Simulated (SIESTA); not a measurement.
Band structure of MgNi3C (Pm-3m, 5 atoms in the cell).

```yaml
crystal:
  lattice:
    - [3.70186, 0.00000, 0.00000]
    - [0.00000, 3.70186, 0.00000]
    - [0.00000, 0.00000, 3.70186]
  atoms:
    - { symbol: Mg, position: [0.00000, 0.00000, 0.00000] }
    - { symbol: Ni, position: [0.00000, 0.50000, 0.50000], spin: 2.0 }
    - { symbol: Ni, position: [0.50000, 0.00000, 0.50000], spin: 2.0 }
    - { symbol: Ni, position: [0.50000, 0.50000, 0.00000], spin: 2.0 }
    - { symbol: C, position: [0.50000, 0.50000, 0.50000] }
```
(The spins are starting values, not results.)

Computed with SIESTA with LDA PW92, numerical atomic orbitals DZP, PseudoDojo LDA standard norm-conserving potentials (rewritten from UPF to PSML).

Settings: XC.functional = LDA; XC.authors = PW92; potentials = PseudoDojo LDA standard; PAO.BasisSize = DZP; PAO.EnergyShift = 0.01 Ry; MeshCutoff = 300 Ry; kgrid.MonkhorstPack = 9 9 9; OccupationFunction = MP; OccupationMPOrder = 0; ElectronicTemperature = 0.2 eV; Spin = polarized; DM.InitSpin = [1 +0.00, 2 +2.00, 3 +2.00, 4 +2.00, 5 +0.00]; MaxSCFIterations = 150; SCF.Mixer.Method = Pulay.

The starting cell comes from a database of computed structures (which also holds hypothetical and non-ambient phases and stackings), without a prior relaxation at this level. Its lattice was rescaled by a random factor within 2.5 % of one. The starting moments vanished: the run ended non-magnetic, which need not be the lowest state. Values carry the incompleteness of an atom-centred basis.

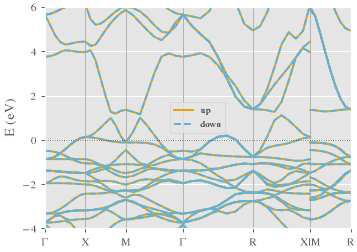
Figure. Bands along the path, energies from the Fermi level.

Levels in eV from the Fermi level, bands 32 to 37 of the first spin channel:
| point | 32 | 33 | 34 | 35 | 36 | 37 |
|---|---|---|---|---|---|---|
| Γ | -0.88 | -0.88 | -0.88 | -0.50 | 3.75 | 5.65 |
| X | -1.07 | -0.88 | 0.12 | 0.12 | 3.96 | 4.43 |
| M | -1.10 | -0.47 | -0.13 | -0.13 | 1.35 | 5.86 |
| R | -1.10 | -0.77 | -0.77 | -0.77 | 1.38 | 1.38 |

Bands cross the Fermi level along this path, so the cell is metallic at this level.

Higher empty bands are left out: an atom-centred basis made for the valence describes them poorly.

The net moment of the cell came out as 0.00 μB.
